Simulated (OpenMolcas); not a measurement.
# BrCl (SMILES ClBr), step by step

We compute the energy (HF/ANO-S-MB), then the energy (CASSCF(14,8)/ANO-S-VDZ), then the energy (CASPT2(14,8)/ANO-S-VDZ) of BrCl. 

The calculation is run with OpenMolcas 26.06.

### Step 1. The structure to begin with

BrCl has 2 atoms, charge 0, and is taken as a singlet. As SMILES, `ClBr`. The bond length is the measured one.

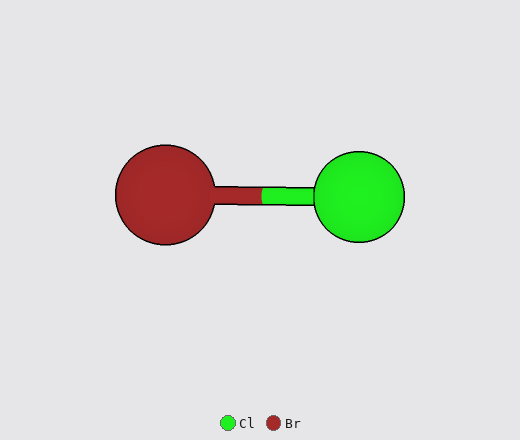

The structure, seen from a chosen angle (chlorine green, bromine red).

### Step 2. A single-point energy at HF/ANO-S-MB (run 1)

coord.xyz reads:

```xyz
2

Cl     0.000000     0.000000     0.000000
Br     0.000000     0.000000     2.136065
```

step1.input reads:

```
>>> EXPORT MOLCAS_PRINT=2
&GATEWAY
COORD = coord.xyz
BASIS = ANO-S-MB
GROUP = NoSym
&SEWARD
&SCF
PRORBITALS = 0
```

The run is started by

```bash
export MOLCAS_MEM=1860
pymolcas step1.input > step1.log
```

The program printed:

```text
--- Start Module: gateway ---
[...]
--- Stop Module: gateway /rc=_RC_ALL_IS_WELL_ ---
--- Start Module: seward ---
[...]
      Basis functions           27
--- Stop Module: seward /rc=_RC_ALL_IS_WELL_ ---
[...]
--- Start Module: scf ---
[...]
       Convergence after   6 Iterations
[...]
::    Total SCF energy                              -3031.8658668607
[...]
      Total spin, S                                     0.0000000000
[...]
      Total electronic charge=   52.000000
      Total            charge=   -0.000000
[...]
      Dipole Moment (debye):
      Origin of the operator (angstrom)=    0.0000    0.0000    1.4802
                   X=  1.1564E-16               Y= -3.9543E-17               Z=  6.0097E-01           Total=  6.0097E-01
      Quadrupole Moment (debye*angstrom):
[...]
--- Stop Module: scf /rc=_RC_ALL_IS_WELL_ ---
[...]
```

It took 2.8 s on 1 thread of Intel Xeon Platinum 8259CL at 2.50GHz (Skylake/Cascade Lake), shared host; peak memory 0.37 GiB.

### Step 3. The energy at CASSCF(14,8)/ANO-S-VDZ (RICD fitting) (run 2)

coord.xyz is that of step 2.

step2.inp reads:

```
* BrCl CASSCF

&GATEWAY
 Coord=coord.xyz
 Basis=ANO-S-MB
 Group=NoSym

&SEWARD

&RASSCF
 FileOrb=$CurrDir/step1.ScfOrb
 Spin=1
 Nactel=14 0 0
 Inactive=19
 Ras2=8
 OrbListing=Nothing
>>> COPY $Project.RunFile RUNFIL1
>>> COPY $Project.RasOrb INPORB

&GATEWAY
 Coord=coord.xyz
 Basis=ANO-S-VDZ
 Group=NoSym
 RICD

&SEWARD
>>> COPY $Project.RunFile RUNFIL2

&EXPBAS

&RASSCF
 FileOrb=$Project.ExpOrb
 Spin=1
 Nactel=14 0 0
 Inactive=19
 Ras2=8
 OrbListing=Nothing
 OrbAppear=Compact
```

The run is started by

```bash
export MOLCAS_MEM=1860
pymolcas step2.inp > step2.log
```

The program printed:

```text
--- Start Module: gateway ---
[...]
--- Stop Module: gateway /rc=_RC_ALL_IS_WELL_ ---
[...]
      Basis functions           27
[...]
      Number of active orbitals                  8
[...]
      Spin quantum number                      0.0
[...]
      Active orbitals                            8
[...]
      Number of CSFs                            36
[...]
      Number of root(s) required                 1
[...]
      Convergence after  7 iterations
[...]
      printout of CI-coefficients larger than  0.05 for root  1
      energy=   -3031.891017
      conf/sym  11111111     Coeff  Weight
             1  22222220  -0.98324 0.96676
            31  22022222   0.17319 0.02999
      Natural orbitals and occupation numbers for root  1
      sym 1:   1.999510   1.998235   1.940011   1.999879   1.999879   1.998001   1.998001   0.066484
      ************************************************************************************************************************
      *                                                    Final results                                                     *
[...]
::    RASSCF root number  1 Total energy:  -3031.89101730
[...]
      Basis functions           35
[...]
--- Start Module: expbas ---
[...]
--- Stop Module: expbas /rc=_RC_ALL_IS_WELL_ ---
--- Start Module: rasscf ---
[...]
      Convergence after  8 iterations
[...]
      Natural orbitals and occupation numbers for root  1
      sym 1:   1.999442   1.998119   1.935869   1.999820   1.999820   1.998673   1.998673   0.069584
      ************************************************************************************************************************
      *                                                    Final results                                                     *
[...]
::    RASSCF root number  1 Total energy:  -3031.90842246
[...]
      Total electronic charge=   52.000000
      Total            charge=   -0.000000
[...]
      Dipole Moment (debye):
      Origin of the operator (angstrom)=    0.0000    0.0000    1.4802
                   X= -1.1446E-14               Y=  6.5952E-13               Z=  6.3235E-01           Total=  6.3235E-01
      Quadrupole Moment (debye*angstrom):
[...]
--- Stop Module: rasscf /rc=_RC_ALL_IS_WELL_ ---
[...]
```

Run time: 7.2 s. Hardware: 1 thread of Intel Xeon Platinum 8259CL at 2.50GHz (Skylake/Cascade Lake), shared host; peak memory 0.37 GiB.

### Step 4. The energy at CASPT2(14,8)/ANO-S-VDZ (RICD fitting, ipea shift 0.25 Eh, pt2 variant SS) (run 3)

coord.xyz is that of step 3.

step3.inp reads:

```
* BrCl CASPT2
>>> EXPORT MOLCAS_PRINT=2

&GATEWAY
  COORD=coord.xyz
  BASIS=ANO-S-VDZ
  GROUP=NoSym
  RICD

&SEWARD

&RASSCF
  FILEORB=$CurrDir/step2.RasOrb
  SPIN=1
  NACTEL=14 0 0
  INACTIVE=19
  RAS2=8
  ORBLISTING=Nothing
  ORBAPPEAR=Compact

&CASPT2
  IMAGINARY=0.2
```

The run is started by

```bash
export MOLCAS_MEM=1860
pymolcas step3.inp > step3.log
```

The program printed:

```text
--- Start Module: gateway ---
[...]
--- Stop Module: gateway /rc=_RC_ALL_IS_WELL_ ---
[...]
      Basis functions           35
[...]
--- Start Module: rasscf ---
[...]
      Number of active orbitals                  8
[...]
      Spin quantum number                      0.0
[...]
      Active orbitals                            8
[...]
      Number of CSFs                            36
[...]
      Number of root(s) required                 1
[...]
      Convergence after  4 iterations
[...]
      printout of CI-coefficients larger than  0.05 for root  1
      energy=   -3031.908422
      conf/sym  11111111     Coeff  Weight
             1  22222220  -0.98245 0.96521
            31  22022222   0.17907 0.03207
      Natural orbitals and occupation numbers for root  1
      sym 1:   1.999442   1.998119   1.935868   1.999820   1.999820   1.998673   1.998673   0.069584
      ************************************************************************************************************************
      *                                                    Final results                                                     *
[...]
::    RASSCF root number  1 Total energy:  -3031.90842246
[...]
      Total electronic charge=   52.000000
      Total            charge=   -0.000000
[...]
      Dipole Moment (debye):
      Origin of the operator (angstrom)=    0.0000    0.0000    1.4802
                   X= -7.5081E-15               Y= -1.8449E-13               Z=  6.3235E-01           Total=  6.3235E-01
      Quadrupole Moment (debye*angstrom):
[...]
--- Stop Module: rasscf /rc=_RC_ALL_IS_WELL_ ---
--- Start Module: caspt2 ---
[...]
      E2 (Variational):          -0.0524659615
      Total energy:           -3031.9608884196
[...]
      Reference weight:           0.97629
[...]
::    CASPT2 Root  1     Total energy:  -3031.96088842
[...]
--- Stop Module: caspt2 /rc=_RC_ALL_IS_WELL_ ---
[...]
```

It took 4.5 s on 1 thread of Intel Xeon Platinum 8259CL at 2.50GHz (Skylake/Cascade Lake), shared host; peak memory 0.14 GiB.

### Step 5. Outcome

```
                                                     quantity           value
                             run 1, HF/ANO-S-MB: total energy  -3031.86587 Eh
                            run 1, HF/ANO-S-MB: dipole moment          0.60 D
                              run 1, HF/ANO-S-MB: HOMO energy       -12.20 eV
                              run 1, HF/ANO-S-MB: LUMO energy         0.05 eV
                            run 1, HF/ANO-S-MB: HOMO–LUMO gap        12.25 eV
                  run 2, CASSCF(14,8)/ANO-S-VDZ: total energy  -3031.90842 Eh
run 2, CASSCF(14,8)/ANO-S-VDZ: dipole moment (CASSCF density)          0.63 D
                  run 3, CASPT2(14,8)/ANO-S-VDZ: total energy  -3031.96089 Eh
run 3, CASPT2(14,8)/ANO-S-VDZ: dipole moment (CASSCF density)          0.63 D
```
